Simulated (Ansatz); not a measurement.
**B$_{2}$H$_{2}$OZn (SMILES [BH]1O[BH][Zn]1): density, localisation and related maps**

```xyz
6

B    -0.6272    0.5421   -0.8974
O     0.2859    0.5147    0.1464
B     0.6065   -0.6291    0.8627
Zn   -0.8111   -1.5524   -0.4601
H    -0.8223    1.5901   -1.4418
H     1.4104   -0.5295    1.7439
```

Geometry: PBE0-D4/def2-TZVP.

Theory: RKS PBE0-D4/def2-TZVPP (Ansatz 0.2.0).

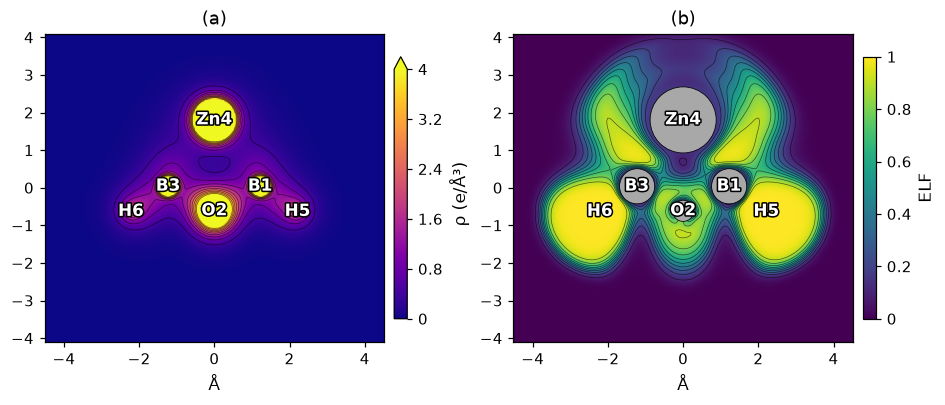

Figure 1. (a) total electron density; (b) electron localisation function on the molecular plane. Grey discs cover the atomic cores in the ELF map.

### What does the map show?

Atoms in the plane: B, O, Zn and H.
B–O (1.39 Å): ρ is about 2 e/Å³ halfway; the ELF peaks at about 0.90 between the atoms (a shared but strongly polarised pair).
Zn–B (2.15 Å): ρ at the midpoint is about 0.49 e/Å³; the ELF peaks at about 0.85 in the valence shell of B, 0.8 Å from its nucleus, and is about 0.40 at the midpoint.
B–H (1.20 Å): ρ is about 1.3 e/Å³ halfway; the ELF climbs to about 1 towards the hydrogen, as it does in any bond to H (an ordinary covalent bond to hydrogen).
The ELF also peaks beside O2, away from the bonds: lone-pair regions.

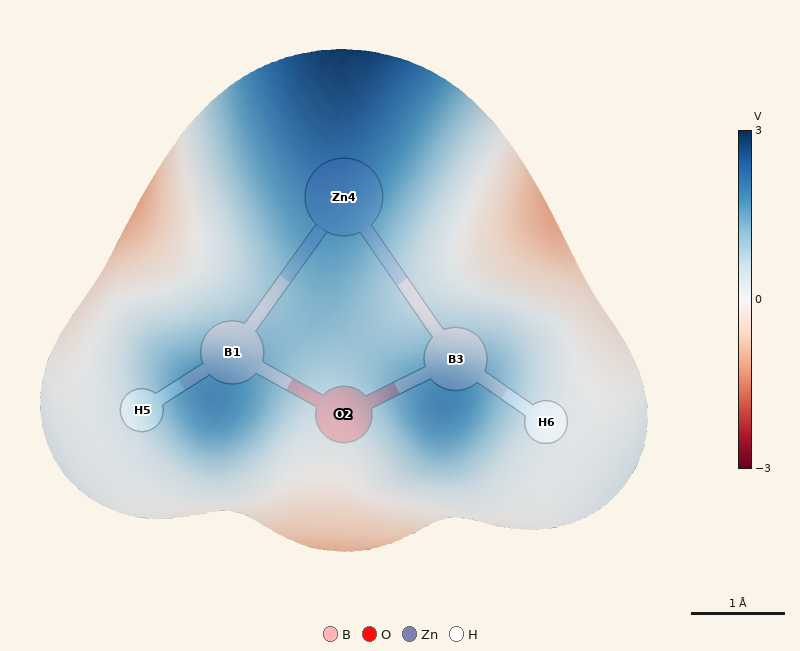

Figure 2. The molecular electrostatic potential painted on the density surface at 0.004 e/bohr³, seen at a tilt; red is negative and blue positive.

### Which sites attract a positive test charge, and which a negative one?

A positive charge is drawn to the negative regions and a negative charge to the positive ones. The most negative region (about −1.0 V, or −23 kcal/mol for a unit charge) lies over H5, the most positive (about +2.9 V, or +67 kcal/mol for a unit charge) over Zn4.

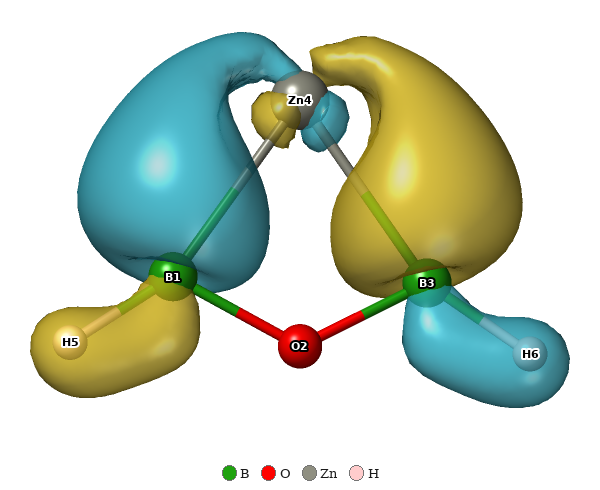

Figure 3. The HOMO at ±0.15 Å⁻³ᐟ² (yellow and cyan are the two phases), seen at a tilt.

### Where does this orbital lie, and at what energy?

It lies mainly on Zn4 (about 30 %), B1 (about 30 %) and B3 (about 30 %); it is symmetric in the molecular plane (an in-plane orbital: σ, lone-pair or in-plane π type). Its energy is −5.69 eV.
